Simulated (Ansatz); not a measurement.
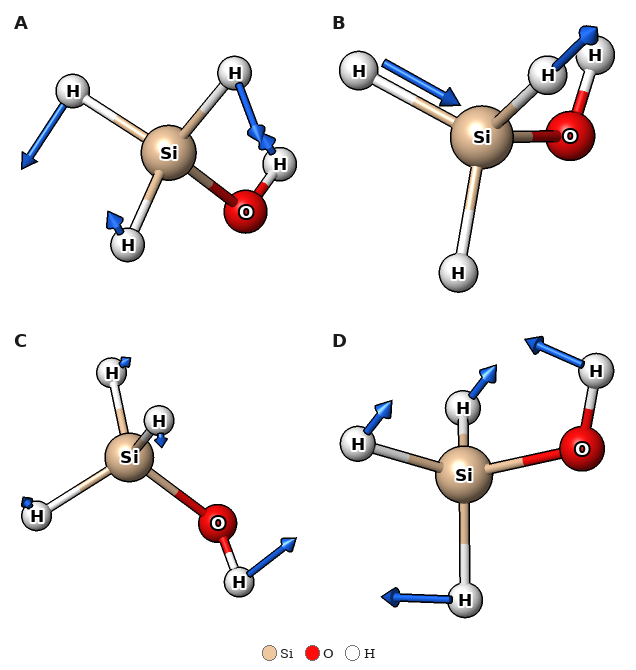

4 normal modes of one molecule or complex, as arrows. Harmonic vibrations computed with RKS PBE0-D4/def2-TZVP (Ansatz 0.2.0) at a stationary point of the same level.

Question: Match the panels to the wavenumbers 197 cm⁻¹, 680 cm⁻¹, 967 cm⁻¹, 2208 cm⁻¹.

Answer: A: 967 cm⁻¹, H–Si–H bending
B: 2208 cm⁻¹, out-of-phase stretching of 2 Si–H bonds
C: 197 cm⁻¹, a torsion or out-of-plane motion in which bond lengths and bond angles hardly change
D: 680 cm⁻¹, H–Si–O bending
